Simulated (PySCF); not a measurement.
C₄H₃FN₂Si

The calculation's input:

```
{"job": {"kind": "nmr", "xc": "PBE0", "basis": "pcSseg-1"}, "charge": 0, "multiplicity": 1}
N      1.042854    -2.403643    -1.035730
C      1.290030    -1.362278    -0.624067
C      1.615641    -0.087662    -0.133001
C      0.672715     0.839161     0.058530
F      1.061829     2.043241     0.523479
Si    -1.200085     0.659850    -0.254256
C     -1.768764    -0.539739     1.060293
N     -2.124518    -1.264452     1.871800
H      2.661405     0.101033     0.075349
H     -1.818134     1.958373    -0.004421
H     -1.427549     0.058786    -1.563939
```

Command:

```sh
OMP_NUM_THREADS=1 python probes_run.py task.json out
```

Geometry: GFN2-xTB.

Computed with PySCF 2.14.0, PBE0/pcSseg-1, SCF density, gas phase, non-relativistic.

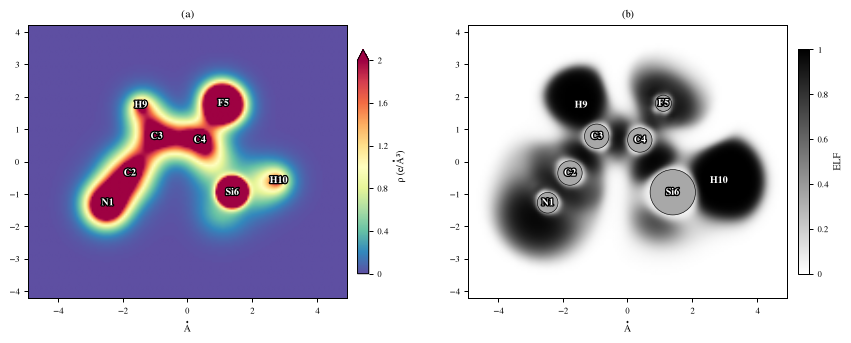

Figure 1. (a) total electron density; (b) electron localisation function on the plane of atoms C2, C3 and C4. Grey discs cover the atomic cores in the ELF map.

> Interpret the plot.

The plane passes through N, C, F, Si and H nuclei.
C–N (1.15 Å): ρ at the midpoint is about 3.6 e/Å³; the ELF peaks at about 0.85 between the atoms; a multiple bond.
C–C (1.34 Å): ρ is about 2.3 e/Å³ halfway; the ELF peaks at about 0.95 between the atoms; a multiple bond.
C–F (1.35 Å): the density is about 2.3 e/Å³ at the midpoint, with its minimum of 1.7 e/Å³ about 0.5 Å from C; the ELF peaks at about 0.85 between the atoms (a shared but strongly polarised pair).
C–H (1.08 Å): ρ is about 2 e/Å³ halfway; the ELF climbs to about 1 towards the hydrogen, as it does in any bond to H (a covalent bond by its length).
C–C (1.40 Å): the density is about 2 e/Å³ at the midpoint; the ELF peaks at about 0.95 between the atoms (a covalent bond).
The ELF also peaks beside N1 and F5, away from the bonds: lone-pair regions.

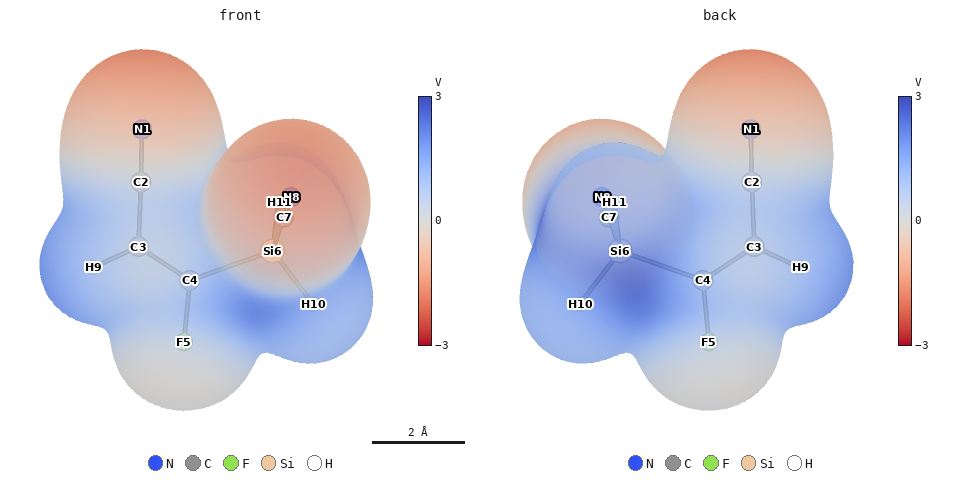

Figure 2. The electrostatic potential painted on the density surface at 0.002 e/bohr³, seen from the front and from behind; red is negative and blue positive.

> Describe the electrostatic potential map.

The most negative region (about −1.6 V, or −37 kcal/mol for a unit charge) lies over N1 and N8, the most positive (about +2.5 V, or +58 kcal/mol for a unit charge) over Si6.

> What dipole moment does the calculation give?

Its dipole moment is 4.75 D.
